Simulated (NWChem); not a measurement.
# CH3Cl3Si (SMILES C[Si](Cl)(Cl)Cl) at 4 levels

We compute a comparison of 4 runs (B3LYP/cc-pVDZ, M06-L/cc-pVDZ, PBE0/cc-pVDZ, r2SCAN/cc-pVDZ) of CH3Cl3Si. 

The calculation is run with NWChem 7.3.0.

3 further runs of the same task are left out: 3 that didn't finish.

## 1. The system as given

CH3Cl3Si: 8 atoms, total charge 0, spin state singlet. As SMILES, `C[Si](Cl)(Cl)Cl`. The Si2–Cl4 distance was set to 3.670 Å, away from the relaxed value. At this shape a bond of the SMILES string is far longer than usual.

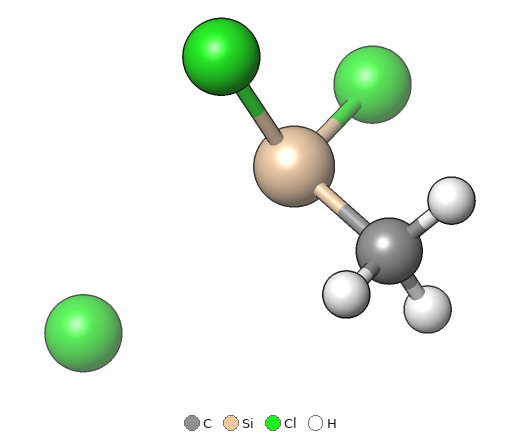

The structure, seen from a chosen angle (carbon grey, silicon light orange, chlorine green, hydrogen white).

## 2. The energy at B3LYP/cc-pVDZ (run 1)

Input file nw.nw:

```
start nw
title "CH3Cl3Si energy"
memory stack 880 mb heap 220 mb global 1100 mb
charge 0

geometry units angstrom noautosym nocenter noautoz
  C       -0.326503       0.222316       2.184889
  Si       0.971297       0.699816       0.970089
  Cl       2.762797      -0.138084       1.465189
  Cl       0.065900      -0.429500      -2.402200
  Cl       1.203597       2.724916       0.924989
  H       -0.442103      -0.863284       2.199589
  H       -0.045903       0.563016       3.183589
  H       -1.280203       0.677116       1.909589
end

basis spherical bse
  * library cc-pVDZ
end

dft
  xc b3lyp
  grid fine
  convergence energy 1e-08
  iterations 100
  mulliken
  noprint "final vectors analysis"
end

task dft
```

Launch:

```console
$ nwchem nw.nw > nw.out
```

What it wrote:

```text
[...]
          Wavefunction type:  closed shell.
          No. of atoms     :     8
          No. of electrons :    74
[...]
          Charge           :     0
          Spin multiplicity:     1
[...]
          AO basis - number of functions:   101
[...]
              XC Information
              --------------
                         B3LYP Method XC Potential
                     Hartree-Fock (Exact) Exchange  0.200
                        Slater Exchange Functional  0.800 local
                    Becke 1988 Exchange Functional  0.720 non-local
              Lee-Yang-Parr Correlation Functional  0.810
                  VWN I RPA Correlation Functional  0.190 local
[...]
 d= 0,ls=0.0,diis     1  -1709.9246885126 -2.09D+03  5.71D-02  8.94D-01    25.6
[...]
 d= 0,ls=0.0,diis    12  -1710.1053147939 -5.30D-09  9.33D-07  1.55D-09   217.7
         Total DFT energy =    -1710.105314793857
      One electron energy =    -3112.421140653833
           Coulomb energy =     1136.905076868871
    Exchange-Corr. energy =     -112.261557770892
 Nuclear repulsion energy =      377.672306761997
[...]
      Total Density - Mulliken Population Analysis
     ---------------------------------------------
    Atom       Charge   Shell Charges
 -----------   ------   -------------------------------------------------------
    1 C    6     6.15   2.01  0.66  0.43  2.13  0.90  0.02
    2 Si  14    13.47   2.00  2.02  0.89  0.29  6.01  1.29  0.54  0.42
    3 Cl  17    17.11   2.00  2.03  0.98  0.92  6.00  3.08  2.07  0.02
    4 Cl  17    17.41   2.00  2.02  0.96  1.01  6.00  2.95  2.46  0.00
    5 Cl  17    17.11   2.00  2.03  0.98  0.92  6.00  3.08  2.07  0.02
    6 H    1     0.91   0.73  0.15  0.03
    7 H    1     0.91   0.73  0.15  0.03
    8 H    1     0.91   0.73  0.15  0.03
[...]
```

Wall time 3.6 min (1 thread of AMD EPYC, shared host); peak memory 0.12 GiB.

## 3. A single-point energy at M06-L/cc-pVDZ (run 2)

Input file sp.nw:

```
start sp
title "CH3Cl3Si"
memory 2200 mb
charge 0

geometry units au noautosym nocenter noautoz
   C  -0.61700125  0.42011635  4.12884182
   Si  1.83548532  1.32246058  1.83320253
   Cl  5.22092967 -0.26094094  2.76880593
   Cl  0.12453295 -0.81163737 -4.53950010
   Cl  2.27446869  5.14934495  1.74797588
   H  -0.83545359 -1.63137033  4.15662080
   H  -0.08674410  1.06394604  6.01611130
   H  -2.41923305  1.27956379  3.60860022
end

basis spherical bse
   * library cc-pVDZ
end

dft
   xc m06-l
   grid fine
   convergence energy 1e-08
   iterations 100
   mulliken
   noprint "final vectors analysis"
end

task dft
```

Launch:

```console
$ nwchem sp.nw > sp.out
```

What it wrote:

```text
[...]
          Wavefunction type:  closed shell.
          No. of atoms     :     8
          No. of electrons :    74
[...]
          Charge           :     0
          Spin multiplicity:     1
[...]
          AO basis - number of functions:   101
[...]
              XC Information
              --------------
                        M06-L Method XC Functional
                         M06-L Exchange Functional  1.000
                       M06-L Correlation Potential  1.000
[...]
 d= 0,ls=0.0,diis     1  -1709.8630177073 -2.09D+03  5.77D-02  7.36D-01    26.1
[...]
 d= 0,ls=0.0,diis    13  -1710.0362799255 -3.01D-09  1.20D-06  2.01D-08   241.1
         Total DFT energy =    -1710.036279925507
      One electron energy =    -3112.398521121311
           Coulomb energy =     1136.911226717898
    Exchange-Corr. energy =     -112.221265193772
 Nuclear repulsion energy =      377.672279671678
[...]
      Total Density - Mulliken Population Analysis
     ---------------------------------------------
    Atom       Charge   Shell Charges
 -----------   ------   -------------------------------------------------------
    1 C    6     6.26   2.01  0.67  0.51  2.09  0.96  0.01
    2 Si  14    13.35   2.00  2.02  0.89  0.27  6.01  1.29  0.44  0.43
    3 Cl  17    17.15   2.00  2.02  0.95  0.98  6.00  3.07  2.11  0.02
    4 Cl  17    17.43   2.00  2.01  0.95  1.04  6.00  2.95  2.49  0.00
    5 Cl  17    17.15   2.00  2.02  0.95  0.98  6.00  3.07  2.11  0.02
    6 H    1     0.88   0.74  0.11  0.03
    7 H    1     0.88   0.74  0.11  0.03
    8 H    1     0.88   0.74  0.11  0.03
[...]
```

Wall time 4 min (1 thread of AMD EPYC, shared host); peak memory 0.12 GiB.

Run 3 isn't shown in full; the table further down has it.

## 4. The energy at r2SCAN/cc-pVDZ (run 4)

Input file ch3cl3si.nw:

```
start ch3cl3si
title "CH3Cl3Si"
memory total 2200 mb

geometry noautosym nocenter noautoz
  C     -0.326503     0.222316     2.184889
  Si     0.971297     0.699816     0.970089
  Cl     2.762797    -0.138084     1.465189
  Cl     0.065900    -0.429500    -2.402200
  Cl     1.203597     2.724916     0.924989
  H     -0.442103    -0.863284     2.199589
  H     -0.045903     0.563016     3.183589
  H     -1.280203     0.677116     1.909589
end

basis "ao basis" spherical bse
  * library cc-pVDZ
end

dft
  xc r2scan
  mult 1
  grid fine
  convergence energy 1e-08
  iterations 100
  mulliken
end

task dft
```

Launch:

```console
$ nwchem ch3cl3si.nw > ch3cl3si.out
```

What it wrote:

```text
[...]
          Wavefunction type:  closed shell.
          No. of atoms     :     8
          No. of electrons :    74
[...]
          Charge           :     0
          Spin multiplicity:     1
[...]
          AO basis - number of functions:   101
[...]
              XC Information
              --------------
                      r^2SCAN Method XC Functional
               r^2SCAN metaGGA Exchange Functional  1.000
                     r^2SCAN Correlation Potential  1.000
[...]
 d= 0,ls=0.0,diis     1  -1709.7269390106 -2.09D+03  5.55D-02  8.44D-01    26.3
[...]
 d= 0,ls=0.0,diis    14  -1709.9081669620 -9.68D-09  1.17D-06  7.99D-09   274.7
         Total DFT energy =    -1709.908166962020
      One electron energy =    -3112.183716944431
           Coulomb energy =     1136.651182628007
    Exchange-Corr. energy =     -112.047939407593
 Nuclear repulsion energy =      377.672306761997
[...]
      Total Density - Mulliken Population Analysis
     ---------------------------------------------
    Atom       Charge   Shell Charges
 -----------   ------   -------------------------------------------------------
    1 C    6     6.22   2.01  0.66  0.47  2.10  0.96  0.02
    2 Si  14    13.44   2.00  2.02  0.87  0.30  6.01  1.29  0.53  0.43
    3 Cl  17    17.12   2.00  2.03  0.95  0.96  6.00  3.07  2.08  0.02
    4 Cl  17    17.41   2.00  2.02  0.94  1.04  6.00  2.95  2.46  0.00
    5 Cl  17    17.12   2.00  2.03  0.95  0.96  6.00  3.07  2.08  0.02
    6 H    1     0.89   0.73  0.13  0.04
    7 H    1     0.90   0.72  0.14  0.04
    8 H    1     0.89   0.73  0.13  0.04
[...]
```

Wall time 4.6 min (1 thread of AMD EPYC, shared host); peak memory 0.12 GiB.

## 5. Overview of the runs

| run | level | energy (Eh) | dipole moment (D) | wall time |
| --- | --- | --- | --- | --- |
| 1 | B3LYP/cc-pVDZ | -1710.105315 | 7.53 | 3.6 min |
| 2 | M06-L/cc-pVDZ | -1710.036280 | 7.78 | 4 min |
| 3 | PBE0/cc-pVDZ | -1709.418328 | 7.79 | 3.5 min |
| 4 | r2SCAN/cc-pVDZ | -1709.908167 | 7.58 | 4.6 min |

## 6. Outcome

| quantity | value |
| --- | --- |
| run 4: total energy | -1709.90817 Eh |
| run 4: dipole moment | 7.58 D |
| run 4: HOMO energy | -5.95 eV |
| run 4: LUMO energy | -5.34 eV |
| run 4: HOMO–LUMO gap | 0.61 eV |

In words: The dipole moment (its size) runs from 7.53 D (B3LYP/cc-pVDZ) to 7.79 D (PBE0/cc-pVDZ). Totals of different functionals can't be ranked against each other. In runs 1, 2, 3, 4 a closed-shell determinant meets a far-stretched bond, which it describes badly. All runs together took 16 min, the longest 4.6 min.
